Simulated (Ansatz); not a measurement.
```
Cu Mo
1.0
     2.58629    0.00000    0.00000
     0.00000    2.58629    0.00000
     0.00000    0.00000   11.31032
Cu Mo
5 1
Direct
  0.50000 0.50000 0.34158
  0.50000 0.50000 0.65842
  0.00000 0.00000 0.18129
  0.00000 0.00000 0.81871
  0.00000 0.00000 0.50000
  0.50000 0.50000 0.00000
```

Space group P4/mmm; a generated structure, not necessarily the stable one; computed without spin polarisation.

These are results of DFT PBE, scalar-relativistic, plane waves, PAW (Ansatz 0.2.0), not measurements.

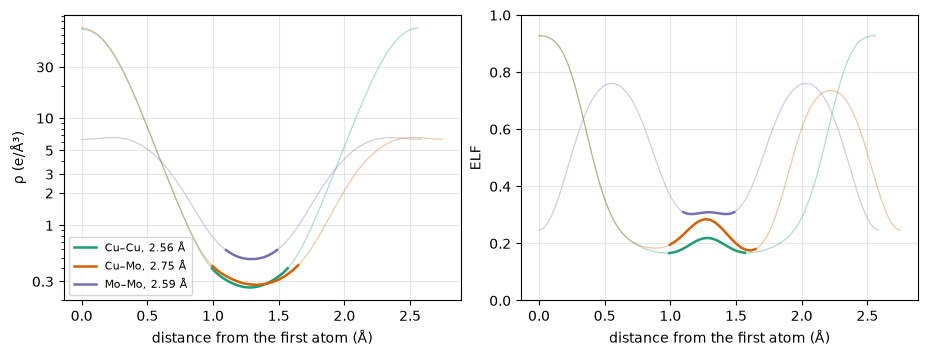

Cu5Mo. Valence electron density and electron localisation function along straight lines between neighbouring atoms. Thin, pale parts lie inside the atomic spheres.

The density is the valence pseudo-density of a PAW calculation; it isn't the true density close to the nuclei.

**Compare the contacts.**

Cu–Cu (2.56 Å): ρ at the midpoint is about 0.26 e/Å³; the ELF is about 0.20 at the midpoint: no shared electron pair shows on this line.
Cu–Mo (2.75 Å): ρ is about 0.28 e/Å³ halfway; the ELF is about 0.25 at the midpoint (no localised pair shows between them).
Mo–Mo (2.59 Å): ρ is about 0.48 e/Å³ halfway; the ELF is about 0.30 at the midpoint.
